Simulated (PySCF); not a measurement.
**H2LaS2 (charge +1): density, localisation and related maps**

| atom | x (Å) | y (Å) | z (Å) |
| --- | --- | --- | --- |
| La | 0.0000 | 0.0000 | -0.8237 |
| S | 1.9780 | -0.1137 | 0.8737 |
| H | 2.9457 | -0.2082 | -0.0756 |
| S | -1.9780 | 0.1137 | 0.8737 |
| H | -2.9457 | 0.2082 | -0.0756 |

Core potentials replace the inner electrons of La.

These are results of RKS PBE0, La def2-SVP with ECP46, S def2-SVP, H def2-SVP; non-relativistic Hamiltonian with scalar-relativistic core potentials where named; density fitting in PySCF, not measurements.

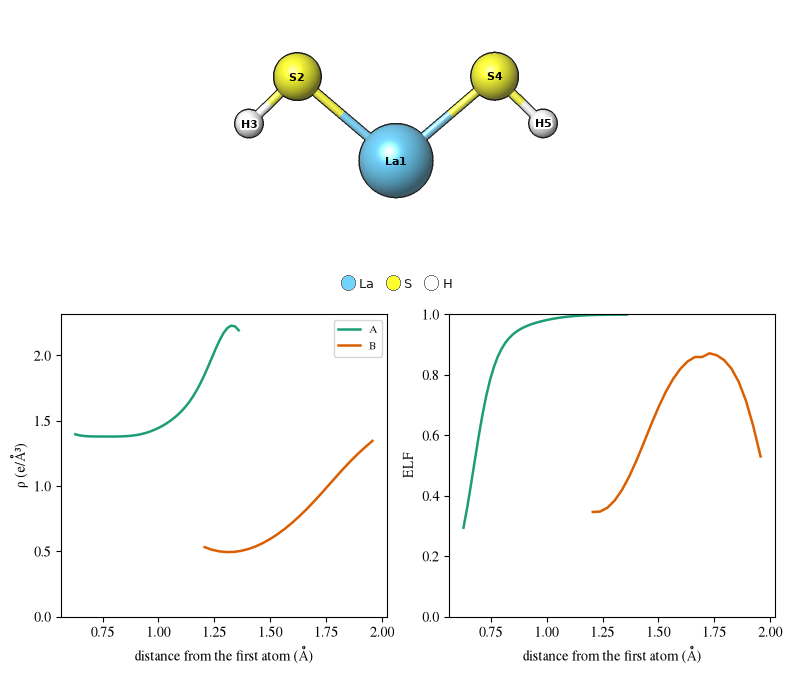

Figure 1. Electron density and electron localisation function along straight lines between neighbouring atoms. The curves leave out the atomic cores. The structure is drawn too.

Which curve belongs to which contact (La–S and S–H)? The first atom named is at distance zero.

Answer. Curve A: S–H (1.36 Å): ρ at the midpoint is about 1.4 e/Å³; the ELF climbs to about 1 towards the hydrogen, as it does in any bond to H. Curve B: La–S (2.61 Å): ρ at the midpoint is about 0.49 e/Å³; the ELF peaks at about 0.85 in the valence shell of S, 0.9 Å from its nucleus, and is about 0.40 at the midpoint (a closed-shell, largely ionic contact).

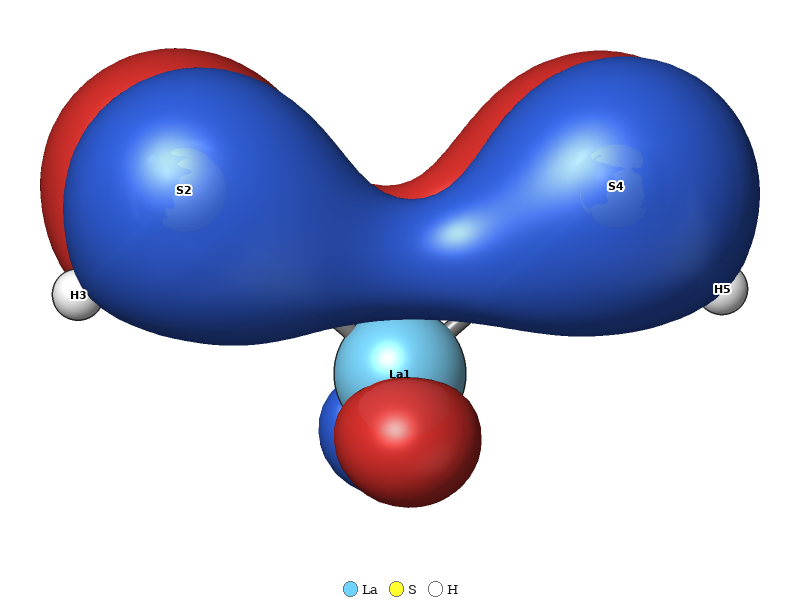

Figure 2. The HOMO at ±0.08 Å⁻³ᐟ² (blue and red are the two phases), seen across its widest extent.

Describe this orbital and give its energy.

Answer. By Hirshfeld shares it lies mainly on S2 (about 40 %), S4 (about 40 %) and La1 (about 15 %); it changes sign across the molecular plane (π type); π-antibonding (a node) across La1–S2 and La1–S4. Its energy is −11.84 eV.
